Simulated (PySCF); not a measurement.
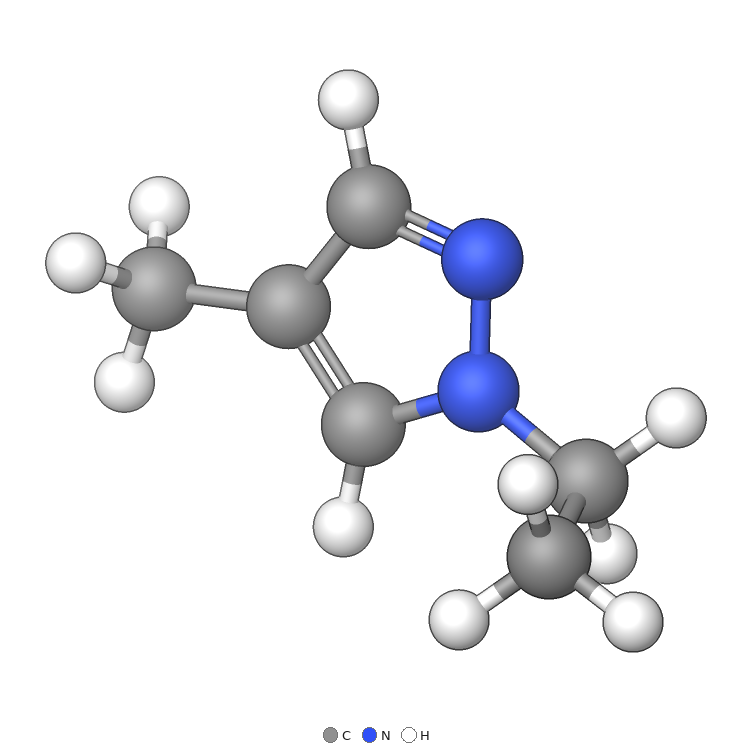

Double and triple bonds are drawn as two and three sticks.

The geometry was computed by an optimisation with GFN2-xTB. No frequency run is at hand to confirm it as a minimum.

Describe the molecule.

The molecule is C₆H₁₀N₂. As SMILES it reads `CCn1cc(C)cn1`. Independent rings (smallest set): 1 of 5 members, 1 of them aromatic. This geometry has C1 symmetry. Coordination: 3 C tetrahedral; 1 N trigonal planar; 3 C trigonal planar; 1 N bent.

The parts below concern this one geometry. Atoms keep their numbers from picture to picture.

### Electronic properties

No frequency run is at hand to confirm it as a minimum. Properties computed with PBE0/def2-SVPD, gas phase (PySCF 2.14.0). Excitations: vertical, linear response.

Estimate the mean static polarisability.

Answer. 84.0 bohr³.

What is the HOMO–LUMO gap?

Answer. 7.17 eV.

Estimate the dipole moment.

Answer. 2.29 D.

Estimate the HOMO energy (Kohn–Sham orbital).

Answer. −6.68 eV.

### NMR shielding

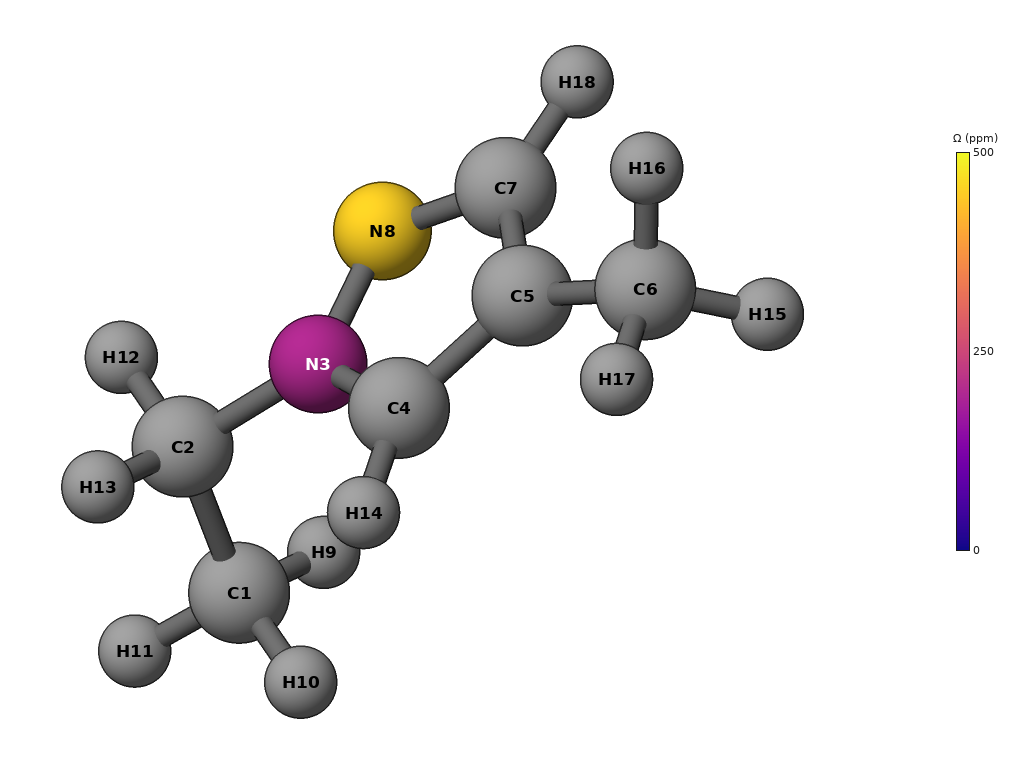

The N atoms are coloured by the span of their shielding tensor. No frequency run is at hand to confirm it as a minimum. Method: GIAO PBE0/pcSseg-1 NMR shielding, non-relativistic, gas phase (PySCF 2.14.0). Principal shieldings σ11 ≤ σ22 ≤ σ33, span Ω = σ33 − σ11, skew κ = 3(σiso − σ22)/Ω.

Which N atom has the most anisotropic shielding?

Answer. N8, with a span of 452 ppm.

Give the shielding tensors of the N atoms.

```
atom     σ11    σ22    σ33   σiso      Ω      κ
  N3   −75.0   38.5  125.6   29.7  200.6  −0.13
  N8  −305.6  −91.4  146.1  −83.6  451.7   0.05
```

Shieldings and span in ppm.

### Quadrupole coupling

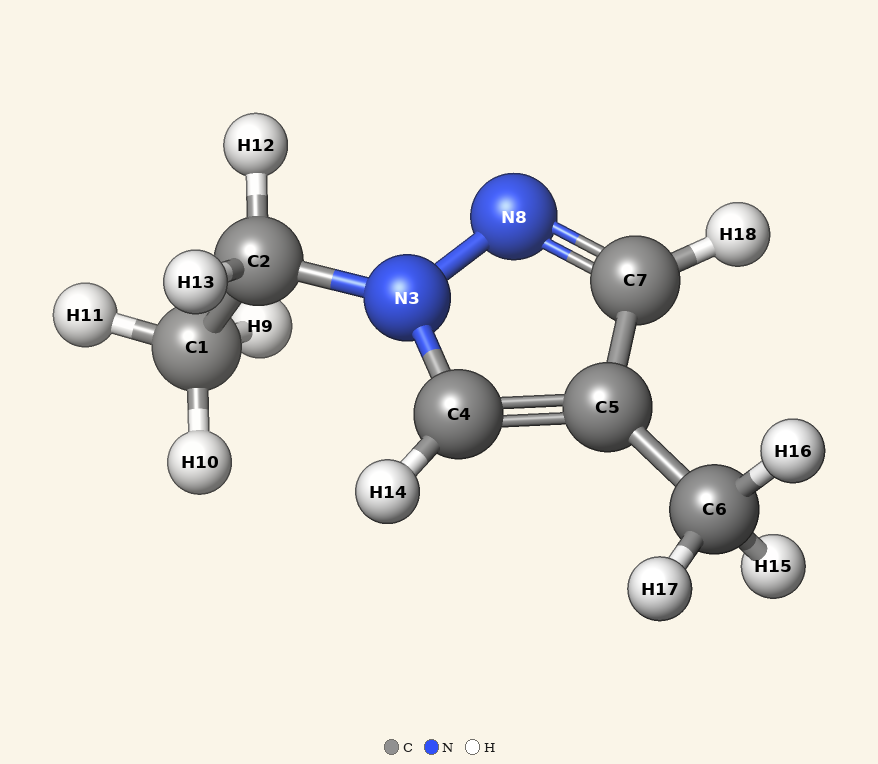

No frequency run is at hand to confirm it as a minimum. Electric field gradients from the ground-state density, PBE0/pcSseg-1 (PySCF 2.14.0), non-relativistic apart from any core potentials.

Give the largest field-gradient component, the quadrupole coupling constant and the asymmetry for 14N at N3 (Q = 20.44 mb), 14N at N8 (Q = 20.44 mb), 2H at H9 (Q = 2.86 mb), 2H at H10 (Q = 2.86 mb).

| atom | V_zz (a.u.) | e²qQ/h (MHz) | η |
| --- | --- | --- | --- |
| N3 | −0.699 | −3.36 | 0.39 |
| N8 | −1.035 | −4.97 | 0.57 |
| H9 | 0.313 | 0.210 | 0.02 |
| H10 | 0.314 | 0.211 | 0.03 |
